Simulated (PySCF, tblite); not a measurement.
**C₅H₉B: dynamics, then NMR shifts on frames, part 1 of 2**

Aim: move C₅H₉B (`BC(=C)/C=C\C`) away from its starting geometry and see how NMR shifts follow the geometry.

Programs: tblite 0.8.0 and PySCF 2.14.0, with density-fitted response routines of our own. Each step states its level of theory. These are calculated values for one molecule in the gas phase, unless marked as measured. Atoms are numbered from 0 throughout.

## (1) The starting structure

15 atoms, charge 0, multiplicity 1; geometry from: GFN2-xTB.

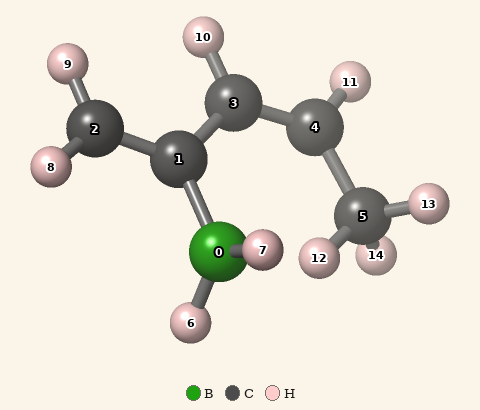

The starting geometry (boron green, carbon dark grey, hydrogen pink), atoms numbered.

## (2) A short Langevin run with GFN2-xTB

The job: settings as JSON, then the geometry in Å.

```
{"job": {"kind": "md", "xc": "GFN2-xTB", "basis": "xTB", "temperature": 300, "steps": 2000, "every": 50, "frames": 5}, "charge": 0, "multiplicity": 1}
B     -1.031026     0.422401     1.040966
C     -0.918790     0.134430    -0.495829
C     -1.984246     0.184680    -1.302563
C      0.378843    -0.175143    -1.090248
C      1.506334    -0.350151    -0.404465
C      1.615074    -0.246579     1.075377
H     -1.522222    -0.374400     1.748455
H     -0.891371     1.522272     1.424816
H     -2.970065     0.404490    -0.928121
H     -1.908026     0.014483    -2.365914
H      0.392399    -0.281009    -2.168331
H      2.423329    -0.593258    -0.925880
H      0.622193    -0.049345     1.501437
H      2.282094     0.567041     1.363262
H      2.001066    -1.171921     1.505125
```

Method: GFN2-xTB Langevin dynamics, gas phase.

Command:

```console
$ OMP_NUM_THREADS=1 python probes_run.py task.json out
```

This one command runs all jobs of the session in turn.

Log:

```text
t/fs     T/K      E/eV
    0.0   239.3   -447.73928
   25.0   171.3   -447.51969
   50.0   215.2   -447.31418
   75.0   166.8   -447.31766
  100.0   203.4   -447.34189
  125.0   173.6   -447.36432
  150.0   263.1   -447.46266
  175.0   162.2   -447.30597
  200.0   180.3   -447.38254
  225.0   311.9   -447.43970
  250.0   287.9   -447.32685
  275.0   257.2   -447.24561
  300.0   278.4   -447.20005
  325.0   265.1   -447.18883
  350.0   229.9   -447.18008
  375.0   241.6   -447.24576
  400.0   301.5   -447.19189
  425.0   260.1   -447.21571
  450.0   242.8   -447.21966
  475.0   248.1   -447.39195
  500.0   212.1   -447.31519
  525.0   353.4   -447.45941
  550.0   374.8   -447.31764
  575.0   344.7   -447.31812
  600.0   284.0   -447.27725
  625.0   276.1   -447.10352
  650.0   319.3   -447.07347
  675.0   331.2   -447.18131
  700.0   350.6   -446.99108
  725.0   370.9   -447.07456
  750.0   249.7   -446.94435
  775.0   316.4   -447.24010
  800.0   258.8   -447.27618
  825.0   242.1   -447.30851
  850.0   154.5   -447.20258
  875.0   299.8   -447.35996
  900.0   280.5   -447.31076
  925.0   314.0   -447.18696
  950.0   281.9   -447.29108
  975.0   268.1   -447.38412
 1000.0   189.3   -447.18256
```

Run time: 7.1 s. Hardware: 1 thread of Arm Neoverse V2, shared host; peak memory 0.18 GiB.

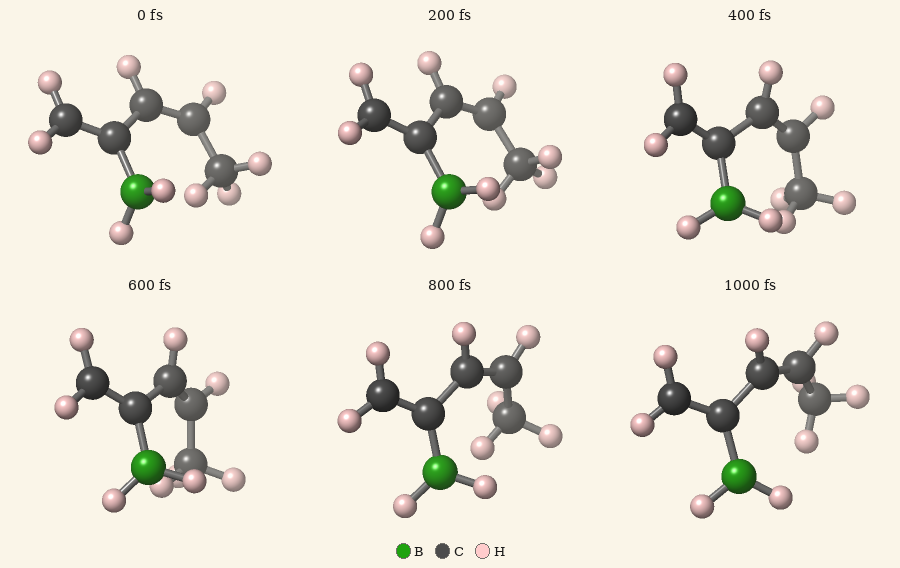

Frames of the run.

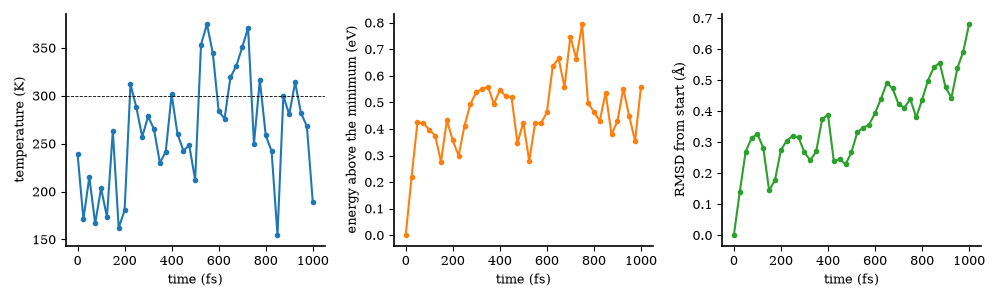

Temperature, potential energy and distance from the start.

Positions (Å) and forces (eV/Å) at 1000 fs:

```xyz
15

B    -1.060    0.030    1.552   -1.001   -0.710   -0.062
C    -0.977    0.366    0.028   -0.814    0.264   -0.596
C    -2.112    0.551   -0.738    2.215   -0.002    0.707
C     0.283    0.782   -0.603   -1.327    0.642   -0.300
C     1.497    0.286   -0.543    1.026    0.249   -0.434
C     2.104   -0.885    0.122    0.638   -0.467    0.004
H    -2.148   -0.323    1.915    0.439    0.206   -0.053
H    -0.231    0.025    2.393    0.039    0.241   -0.579
H    -3.052    0.236   -0.416   -1.135   -0.296    0.600
H    -2.103    1.000   -1.724    0.265   -0.159    0.086
H     0.100    1.636   -1.271    0.418   -0.161    0.262
H     2.269    0.890   -1.026   -0.175   -0.224   -0.319
H     1.609   -1.231    1.007   -0.754   -0.408    0.048
H     3.046   -0.524    0.474    0.976    0.254    0.420
H     2.408   -1.729   -0.541   -0.808    0.574    0.216
```

## (3) NMR shieldings: 250 fs, PBE0/pcSseg-1

The job: settings as JSON, then the geometry in Å.

```
{"job": {"kind": "nmr", "xc": "PBE0", "basis": "pcSseg-1", "pop": false}, "charge": 0, "multiplicity": 1}
B     -1.475800     0.420400     0.825500
C     -1.191700     0.132900    -0.656800
C     -2.247900     0.497600    -1.375000
C      0.115900    -0.281700    -1.254400
C      1.286800    -0.462100    -0.607900
C      1.584300    -0.526700     0.892500
H     -2.384000    -0.146600     1.318700
H     -1.016500     1.341200     1.400900
H     -3.192400     0.642400    -0.854700
H     -2.286500     0.528100    -2.413500
H      0.119400    -0.342500    -2.336600
H      2.136100    -0.617000    -1.273600
H      0.659900    -0.711500     1.384000
H      2.074700     0.404700     1.161200
H      2.291100    -1.304500     1.140600
```

Method: GIAO PBE0/pcSseg-1 NMR shielding, non-relativistic, gas phase.

Log:

```text
coarse grid: 12096 points
cycle   1  E = -220.3331230167  dE =  5.092e-01  |g| = 3.463e-01  |ddm| = 3.365e+00
cycle   2  E = -220.3368132367  dE = -3.690e-03  |g| = 3.400e-01  |ddm| = 6.933e-01
cycle   3  E = -220.3678793782  dE = -3.107e-02  |g| = 5.247e-02  |ddm| = 3.803e-01
cycle   4  E = -220.3683017625  dE = -4.224e-04  |g| = 3.441e-02  |ddm| = 7.146e-02
cycle   5  E = -220.3685966057  dE = -2.948e-04  |g| = 6.624e-03  |ddm| = 3.089e-02
cycle   6  E = -220.3686071042  dE = -1.050e-05  |g| = 1.850e-03  |ddm| = 6.325e-03
cycle   7  E = -220.3686078433  dE = -7.391e-07  |g| = 6.002e-04  |ddm| = 1.666e-03
final grid: 115600 points
cycle   8  E = -220.4043059619  dE = -3.351e-05  |g| = 7.059e-03  |ddm| = 2.495e-02
cycle   9  E = -220.4043059032  dE =  5.870e-08  |g| = 7.151e-03  |ddm| = 1.345e-02
cycle  10  E = -220.4043197395  dE = -1.384e-05  |g| = 5.611e-04  |ddm| = 6.991e-03
cycle  11  E = -220.4043198031  dE = -6.354e-08  |g| = 2.844e-04  |ddm| = 7.159e-04
cycle  12  E = -220.4043198233  dE = -2.028e-08  |g| = 6.579e-05  |ddm| = 2.737e-04
cycle  13  E = -220.4043198244  dE = -1.084e-09  |g| = 1.907e-05  |ddm| = 6.027e-05
cycle  14  E = -220.4043198245  dE = -8.009e-11  |g| = 5.602e-06  |ddm| = 1.755e-05
converged SCF energy = -220.4043198245

GIAO shielding tensors (ppm)
atom      isotropic    diamagn.    paramagn.     s11        s22        s33       span
  0 B       24.832     193.416    -168.584    -29.883    -24.975    129.353    159.235
  1 C       18.996     257.618    -238.622    -96.150     -9.477    162.615    258.765
  2 C       79.411     251.579    -172.169    -22.181     74.287    186.126    208.306
  3 C       43.173     253.219    -210.046    -62.576     60.158    131.938    194.515
  4 C       43.478     256.150    -212.672    -65.385     39.843    155.977    221.361
  5 C      164.936     249.965     -85.029    146.849    163.248    184.711     37.863
  6 H       24.256      30.727      -6.471     18.735     25.333     28.700      9.965
  7 H       24.150      30.725      -6.575     18.018     25.123     29.310     11.292
  8 H       26.611      29.614      -3.003     23.834     25.775     30.226      6.392
  9 H       26.820      31.748      -4.928     23.061     27.064     30.333      7.272
 10 H       24.999      32.221      -7.222     22.876     23.582     28.539      5.662
 11 H       25.441      30.494      -5.053     23.005     24.746     28.572      5.567
 12 H       31.086      32.977      -1.891     27.310     31.367     34.581      7.271
 13 H       29.511      29.953      -0.442     25.936     27.344     35.254      9.318
 14 H       29.962      28.964       0.998     26.192     27.783     35.910      9.719
```

It took 11 s on 1 thread of Arm Neoverse V2, shared host; peak memory 0.71 GiB.

Shifts follow as δ = σ(reference) − σ, with reference shieldings (ppm) from runs at the same level and on the same kind of geometry: 1H TMS 31.72, 13C TMS 186.9, 11B BF3·OEt2 100.1. The references are single molecules in the gas phase. Each atom is listed at this fixed geometry, with no averaging over motion; a spectrum would average atoms that exchange fast.

```csv
atoms,environment,σ (ppm),δ (ppm)
C1,fully substituted alkene carbon,19.0,167.9
C3,alkene CH,43.2,143.8
C4,alkene CH,43.5,143.4
C2,terminal =CH2 carbon,79.4,107.5
C5,allylic methyl carbon,164.9,22.0
H7,hydrogen on a boron bonded to C,24.15,7.57
H6,hydrogen on a boron bonded to C,24.26,7.46
H10,hydrogen on an alkene CH,25.00,6.72
H11,hydrogen on an alkene CH,25.44,6.28
H8,hydrogen on a terminal =CH2 carbon,26.61,5.11
H9,hydrogen on a terminal =CH2 carbon,26.82,4.90
H13,hydrogen on an allylic methyl carbon,29.51,2.21
H14,hydrogen on an allylic methyl carbon,29.96,1.76
H12,hydrogen on an allylic methyl carbon,31.09,0.63
B0,"boron bonded to C, 2 H",24.8,75.2
```

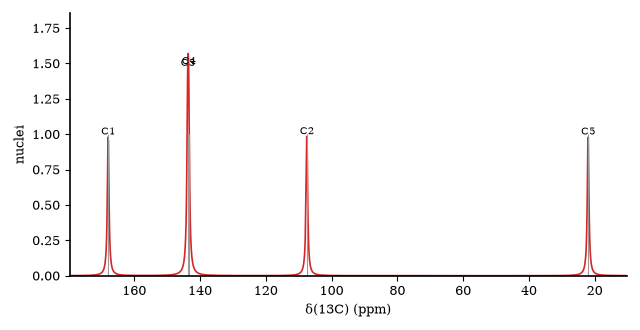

13C lines at the computed shifts, without couplings. Lines are broadened to a width of 0.58 ppm (Lorentzian).

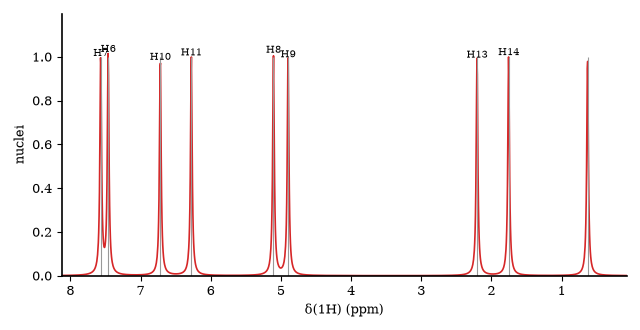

1H lines at the computed shifts, without couplings. Lines are broadened to a width of 0.03 ppm (Lorentzian).

## (4) Nuclear shieldings: 425 fs, PBE0/pcSseg-1

The job: settings as JSON, then the geometry in Å.

```
{"job": {"kind": "nmr", "xc": "PBE0", "basis": "pcSseg-1", "pop": false}, "charge": 0, "multiplicity": 1}
B     -1.382300     0.145700     0.945400
C     -0.881600     0.370800    -0.512300
C     -1.852100     0.780700    -1.302200
C      0.499700     0.080900    -0.947800
C      1.424900    -0.704400    -0.327800
C      1.289500    -1.459100     0.963100
H     -2.214800    -0.674600     1.048300
H     -0.921200     0.807800     1.807800
H     -2.883500     0.825700    -0.874500
H     -1.688700     1.188200    -2.234300
H      0.844700     0.432500    -1.918200
H      2.256100    -0.801600    -0.949600
H      0.261400    -1.349000     1.395200
H      1.930800    -1.095600     1.739800
H      1.446800    -2.522200     0.721900
```

With the program's defaults for keys left out, this is: GIAO PBE0/pcSseg-1 NMR shielding, non-relativistic, gas phase.

Log:

```text
coarse grid: 12096 points
cycle   1  E = -220.3293418904  dE =  5.363e-01  |g| = 3.495e-01  |ddm| = 3.386e+00
cycle   2  E = -220.3318161536  dE = -2.474e-03  |g| = 3.496e-01  |ddm| = 7.417e-01
cycle   3  E = -220.3650166342  dE = -3.320e-02  |g| = 5.314e-02  |ddm| = 4.235e-01
cycle   4  E = -220.3654334187  dE = -4.168e-04  |g| = 3.487e-02  |ddm| = 7.131e-02
cycle   5  E = -220.3657292191  dE = -2.958e-04  |g| = 7.149e-03  |ddm| = 3.176e-02
cycle   6  E = -220.3657420660  dE = -1.285e-05  |g| = 1.875e-03  |ddm| = 6.797e-03
cycle   7  E = -220.3657428110  dE = -7.450e-07  |g| = 6.995e-04  |ddm| = 1.852e-03
final grid: 115600 points
cycle   8  E = -220.4010746337  dE = -3.403e-05  |g| = 6.674e-03  |ddm| = 2.746e-02
cycle   9  E = -220.4010742446  dE =  3.891e-07  |g| = 6.871e-03  |ddm| = 1.337e-02
cycle  10  E = -220.4010869785  dE = -1.273e-05  |g| = 6.581e-04  |ddm| = 6.979e-03
cycle  11  E = -220.4010870734  dE = -9.489e-08  |g| = 3.007e-04  |ddm| = 8.357e-04
cycle  12  E = -220.4010870967  dE = -2.326e-08  |g| = 7.156e-05  |ddm| = 2.974e-04
cycle  13  E = -220.4010870980  dE = -1.357e-09  |g| = 1.442e-05  |ddm| = 6.788e-05
cycle  14  E = -220.4010870981  dE = -4.610e-11  |g| = 4.404e-06  |ddm| = 1.731e-05
converged SCF energy = -220.4010870981

GIAO shielding tensors (ppm)
atom      isotropic    diamagn.    paramagn.     s11        s22        s33       span
  0 B       26.794     195.904    -169.109    -31.064    -17.417    128.864    159.928
  1 C       20.124     258.920    -238.796    -93.618     -7.017    161.008    254.626
  2 C       74.776     252.101    -177.325    -26.915     67.558    183.684    210.599
  3 C       38.225     254.149    -215.923    -74.499     60.964    128.211    202.710
  4 C       44.788     257.518    -212.730    -75.517     52.145    157.735    233.252
  5 C      161.932     250.499     -88.567    148.227    155.657    181.914     33.687
  6 H       24.137      31.012      -6.875     17.342     26.358     28.710     11.368
  7 H       24.154      30.834      -6.680     17.581     25.451     29.430     11.849
  8 H       26.054      29.230      -3.176     23.453     25.259     29.450      5.997
  9 H       27.007      32.355      -5.348     22.870     27.332     30.820      7.950
 10 H       24.939      32.820      -7.881     22.416     23.496     28.907      6.491
 11 H       26.069      32.789      -6.719     23.720     24.284     30.205      6.485
 12 H       30.684      32.178      -1.494     27.239     30.580     34.234      6.995
 13 H       29.849      29.477       0.371     26.491     27.305     35.750      9.259
 14 H       29.243      28.060       1.183     25.117     27.084     35.528     10.411
```

Run time: 11 s. Hardware: 1 thread of Arm Neoverse V2, shared host; peak memory 0.72 GiB.

Key values: δ C1 166.8, C3 148.7, C4 142.1, C2 112.1, H6 7.58, H7 7.56 ppm.

(Continued in part 2 of 2.)
